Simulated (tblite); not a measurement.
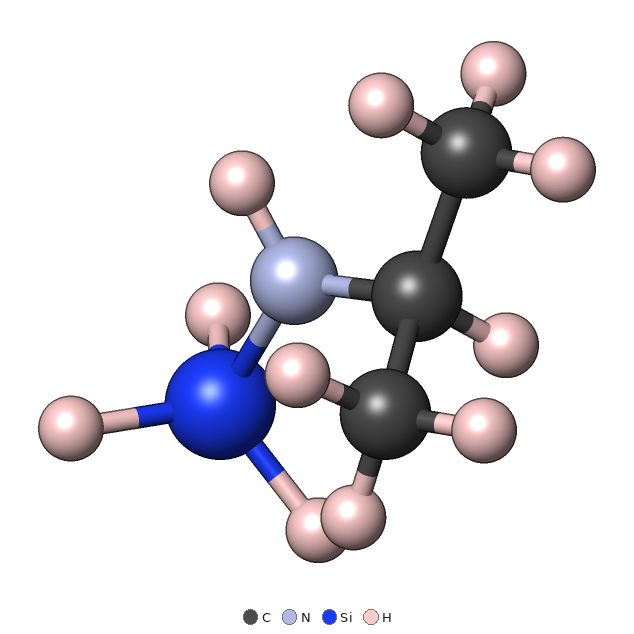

Figure made from data computed with tblite.

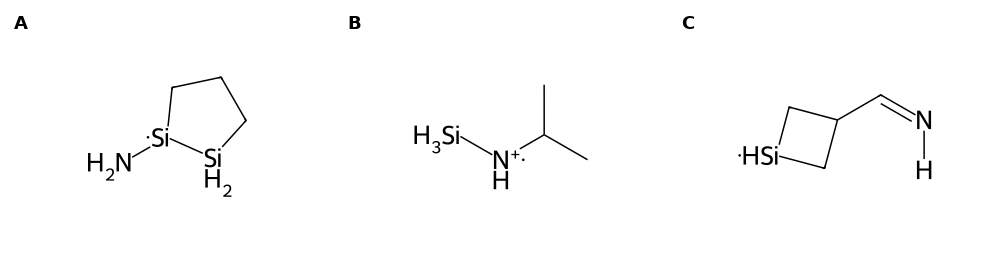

> The first picture shows one of the molecules drawn in the second. Which?

B, `CC(C)[NH+][SiH3]`.
